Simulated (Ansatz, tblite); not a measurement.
**[InF4]-: spin states and exact exchange**

Aim: set other spin states of [InF4]- against its singlet, on many levels of theory.

The runs use Ansatz 0.2.0, Gaussian basis; as each input shows.

The runs, in order: triplet, at the geometry of the singlet (GFN1-xTB, GFN2-xTB, PBE0-D4/def2-TZVPD, PBE-D4/def2-TZVPD, r2SCAN-D4/def2-TZVPD); the singlet's energies come from earlier runs.

1 further run of the same task is left out (set aside as unsound or not needed). Runs told in other sessions of the task aren't counted.

## (1) The geometry

The geometry is that of the singlet, from an earlier relaxation (PBE0-D4/def2-SVPD).

5 atoms, charge -1, spin multiplicity 1.

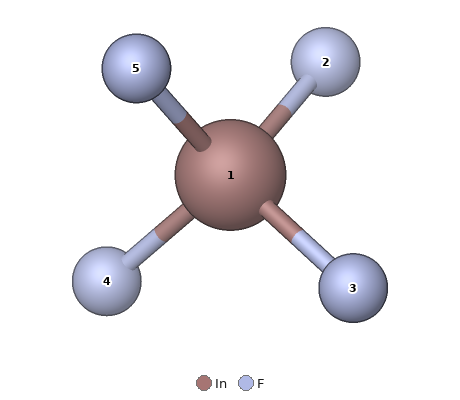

The geometry (indium brown, fluorine light blue); atoms are numbered from 1 in the order of the file.

Coordinates:

```xyz
5
charge -1, multiplicity 1
In    0.0000   -0.0001   -0.0001
F     0.0112   -0.0182    2.0021
F     1.8842    0.0108   -0.6770
F    -0.9516    1.6382   -0.6477
F    -0.9438   -1.6307   -0.6773
```

In takes a core potential in the def2 sets. No spin-orbit coupling is included. The ion is computed in the gas phase, without counter-ions or solvent.

## (2) Triplet at the fixed geometry, GFN1-xTB

Tight binding, by tblite at 300 K electronic temperature and without a spin-polarisation term:

```python
tblite.interface.Calculator('GFN1-xTB', numbers, positions, charge=-1, uhf=2).singlepoint()
```

Energy -606.3602 eV; 0.003 s.

## (3) Triplet at the fixed geometry, GFN2-xTB

Tight binding, by tblite at 300 K electronic temperature and without a spin-polarisation term:

```python
tblite.interface.Calculator('GFN2-xTB', numbers, positions, charge=-1, uhf=2).singlepoint()
```

Energy -555.7891 eV; 0.004 s.

## (4) Triplet at the fixed geometry, PBE0-D4/def2-TZVPD

Contents of in.yaml:

```yaml
crystal:
  periodic: [false, false, false]
  atoms:
    - {symbol: In, position_ang: [0.000038, -0.000051, -0.000096]}
    - {symbol: F, position_ang: [0.011195, -0.018217, 2.002068]}
    - {symbol: F, position_ang: [1.884204, 0.010754, -0.676951]}
    - {symbol: F, position_ang: [-0.951627, 1.638157, -0.647740]}
    - {symbol: F, position_ang: [-0.943809, -1.630654, -0.677281]}
basis:
  gaussian: {orbitals: def2-TZVPD}
total_charge: -1
magnetization: {spin_polarized: true, initial_magnetization: 2}
hamiltonian: {xc: pbe0, dispersion: d4}
scf: {omitted_lower_state_checks: [starts]}
output: {orbitals: {seedname: orbitals}}
```

Started as:

```
> ansatz run in.yaml --threads 4 --pin off --events-out ev --progress --plain --max-ram 3916MiB
```

Output:

```text
Functional definition: PBE0
  name "PBE0"
  cite "Adamo & Barone, J. Chem. Phys. 110, 6158 (1999) doi:10.1063/1.478522"
  cite "Perdew, Burke & Ernzerhof, Phys. Rev. Lett. 77, 3865 (1996) doi:10.1103/PhysRevLett.77.3865"
  parent pbe
  parameter a = 0.25
  parameter kappa = 0.804
  parameter beta = 0.06672455060314922
  exchange = (1 - a)*pbe_x(kappa = kappa, mu = beta*pi^2/3) + a*exact_x
  correlation = pbe_c(beta = beta)
these checks for a lower state are left out or cut short: starts
1301 factors; their error is unknown
mean field evaluation 1: about -16035.4599 eV, gradient 1.2e1 eV
mean field evaluation 2: about -16034.4398 eV, gradient 2.2e1 eV
mean field evaluation 4: about -16036.0455 eV, gradient 1.9e0 eV
mean field evaluation 8: about -16036.0582 eV, gradient 1.5e-1 eV
mean field evaluation 16: about -16036.1404 eV, gradient 3.0e-2 eV
mean field evaluation 32: about -16036.1228 eV, gradient 2.2e0 eV
mean field -16036.14559507 eV, -589.3174809289 hartree, gradient 6.9e-6 eV, S^2 2.008749; 0 other end points of the search recorded, 0 dependent functions left out
reference -16036.14564582 eV, -589.3174827940 hartree; 30, 28 occupied and 186, 188 virtual orbitals, 1301 factors
Total energy: -16036.21879845 eV, -589.3201711036 hartree
Checks for a lower state left out: starts
```

Run time: 23 s. Hardware: 4 threads of Arm Neoverse V2, shared host; peak memory 1.1 GiB.

Report: HOMO 0.51 eV, LUMO -3.93 eV (over both spins; with the spin held, an empty level of the minority spin lies below the top filled one); ⟨S²⟩ 2.009 (pure: 2.00). Doubts: highest occupied level lies above zero.

## (5) Triplet at the fixed geometry, PBE-D4/def2-TZVPD

start.molden holds the orbitals of an earlier run on this state, given as this run's starting guess.

in.yaml, as its differences from that of step 4:

```diff
@@ -9,6 +9,6 @@
 basis:
-  gaussian: {orbitals: def2-TZVPD}
+  gaussian: {orbitals: def2-TZVPD, initial_orbitals: start.molden}
 total_charge: -1
 magnetization: {spin_polarized: true, initial_magnetization: 2}
-hamiltonian: {xc: pbe0, dispersion: d4}
+hamiltonian: {xc: pbe, dispersion: d4}
 scf: {omitted_lower_state_checks: [starts]}
```

Launched as before.

Output:

```text
Functional definition: PBE
  name "PBE"
  cite "Perdew, Burke & Ernzerhof, Phys. Rev. Lett. 77, 3865 (1996) doi:10.1103/PhysRevLett.77.3865"
  parent pbe
  parameter kappa = 0.804
  parameter beta = 0.06672455060314922
  exchange = pbe_x(kappa = kappa, mu = beta*pi^2/3)
  correlation = pbe_c(beta = beta)
these checks for a lower state are left out or cut short: starts
1219 factors; their error is unknown
mean field evaluation 1: about -16037.3721 eV, gradient 8.0e0 eV
mean field evaluation 2: about -16037.5571 eV, gradient 2.9e-1 eV
mean field evaluation 4: about -16037.5704 eV, gradient 1.8e-1 eV
mean field evaluation 8: about -16037.5707 eV, gradient 2.2e-3 eV
mean field evaluation 16: about -16037.5705 eV, gradient 7.4e-5 eV
mean field evaluation 32: about -16037.5705 eV, gradient 1.5e-6 eV
mean field -16037.57048886 eV, -589.3698448098 hartree, gradient 1.5e-6 eV, S^2 2.001847; 0 other end points of the search recorded, 0 dependent functions left out
reference -16037.57055390 eV, -589.3698472002 hartree; 30, 28 occupied and 186, 188 virtual orbitals, 1219 factors
Total energy: -16037.65647085 eV, -589.3730045897 hartree
Checks for a lower state left out: starts
```

It took 42 s on 4 threads of Arm Neoverse V2, shared host; peak memory 0.57 GiB.

Report: HOMO 1.14 eV, LUMO -4.13 eV (over both spins; with the spin held, an empty level of the minority spin lies below the top filled one); ⟨S²⟩ 2.002 (pure: 2.00). Doubts: highest occupied level lies above zero.

## (6) Triplet at the fixed geometry, r2SCAN-D4/def2-TZVPD

in.yaml, as its differences from that of step 5:

```diff
@@ -12,3 +12,3 @@
 magnetization: {spin_polarized: true, initial_magnetization: 2}
-hamiltonian: {xc: pbe, dispersion: d4}
+hamiltonian: {xc: r2scan, dispersion: d4}
 scf: {omitted_lower_state_checks: [starts]}
```

Launched as before.

Output, shortened:

```text
Functional definition: r2SCAN
  name "r2SCAN"
  cite "Furness, Kaplan, Ning, Perdew & Sun, J. Phys. Chem. Lett. 11, 8208 (2020) doi:10.1021/acs.jpclett.0c02405"
  cite "Furness, Kaplan, Ning, Perdew & Sun, J. Phys. Chem. Lett. 11, 9248 (2020) doi:10.1021/acs.jpclett.0c03077"
  parent r2scan
[...]
1219 factors; their error is unknown
[...]
mean field -16044.76230680 eV, -589.6341392443 hartree, gradient 1.4e-6 eV, S^2 2.004434; 0 other end points of the search recorded, 0 dependent functions left out
reference -16044.76235114 eV, -589.6341408740 hartree; 30, 28 occupied and 186, 188 virtual orbitals, 1219 factors
Total energy: -16044.78282563 eV, -589.6348932974 hartree
Checks for a lower state left out: starts
```

Run time: 65 s. Hardware: 4 threads of Arm Neoverse V2, shared host; peak memory 0.63 GiB.

HOMO 1.21 eV, LUMO -4.22 eV (over both spins; with the spin held, an empty level of the minority spin lies below the top filled one); ⟨S²⟩ 2.004 (pure: 2.00). Doubts: highest occupied level lies above zero.

## (7) Triplet less singlet, vertical

The singlet's energies are those of its earlier runs, whose logs aren't repeated here.

```csv
level,"triplet less singlet, vertical (kcal/mol)",time
GFN1-xTB,+99.5,0.006 s
GFN2-xTB,+101.2,0.006 s
PBE-D4/def2-TZVPD,+122.2,44 s
r2SCAN-D4/def2-TZVPD,+133.0,68 s
PBE0-D4/def2-TZVPD,+145.8,26 s
```

Times add the two runs; a level without a time comes out of a correlated run. Tight binding without a spin term can't rank spin states.

## (8) Summary of results

| quantity | value |
| --- | --- |
| triplet less singlet, vertical, functionals in def2-TZVPD | +122.2 (PBE-D4) to +145.8 kcal/mol (PBE0-D4) |

All functionals put the triplet above the singlet, over a spread of 23.6 kcal/mol. The checks for a lower triplet were left out, so another state of that spin may lie lower. These are electronic energies, without zero-point motion, entropy or surroundings.

The anion's highest level is positive in at least one run, so there the basis alone may hold the extra electron.
